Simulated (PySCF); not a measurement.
```yaml
atoms:
  - { symbol: C, position_ang: [-2.9040, 1.1326, 0.5321] }
  - { symbol: C, position_ang: [-3.1511, -0.1275, 0.2289] }
  - { symbol: O, position_ang: [-2.2621, -1.0214, -0.2428] }
  - { symbol: Si, position_ang: [-0.6851, -0.9632, -0.5969] }
  - { symbol: S, position_ang: [0.4517, -0.4569, 1.1398] }
  - { symbol: C, position_ang: [2.1574, -0.7429, 0.5312] }
  - { symbol: Si, position_ang: [2.8909, 0.8259, -0.2579] }
  - { symbol: H, position_ang: [-3.6822, 1.7716, 0.9038] }
  - { symbol: H, position_ang: [-1.9184, 1.5519, 0.4310] }
  - { symbol: H, position_ang: [-4.1343, -0.5702, 0.3352] }
  - { symbol: H, position_ang: [-0.4548, -2.3498, -0.9617] }
  - { symbol: H, position_ang: [-0.3873, -0.0017, -1.6548] }
  - { symbol: H, position_ang: [2.1288, -1.5899, -0.1497] }
  - { symbol: H, position_ang: [2.7243, -1.0397, 1.4110] }
  - { symbol: H, position_ang: [2.0968, 1.1830, -1.4346] }
  - { symbol: H, position_ang: [4.2643, 0.5104, -0.6560] }
  - { symbol: H, position_ang: [2.8583, 1.8999, 0.7304] }
```

Geometry: GFN2-xTB.

These are results of CAM-B3LYP/def2-SVPD, SCF density, gas phase (PySCF 2.14.0), not measurements.

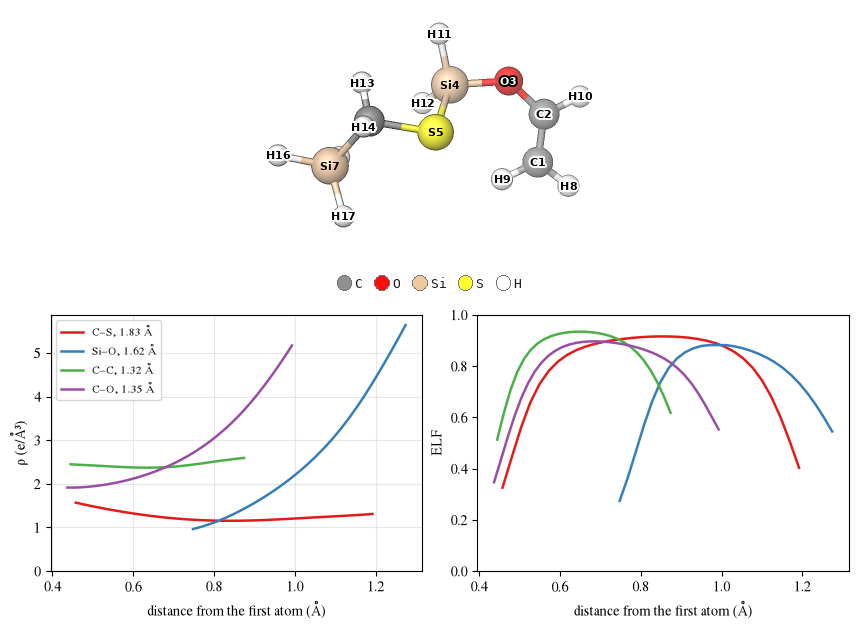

C$_{3}$H$_{10}$OSSi$_{2}$. Electron density and ELF along straight lines between neighbouring atoms. The curves leave out the atomic cores. The structure is drawn too.

**Compare the contacts.**

C–S (1.83 Å): ρ at the midpoint is about 1.2 e/Å³; the ELF peaks at about 0.90 between the atoms; a covalent bond.
Si–O (1.62 Å): ρ is about 1.1 e/Å³ halfway; the ELF peaks at about 0.90 between the atoms (a polar covalent bond).
C–C (1.32 Å): ρ is about 2.4 e/Å³ halfway; the ELF peaks at about 0.95 between the atoms: a multiple bond.
C–O (1.35 Å): ρ is about 2.4 e/Å³ halfway, with its minimum of 1.9 e/Å³ about 0.5 Å from C; the ELF peaks at about 0.90 between the atoms: a polar covalent bond.
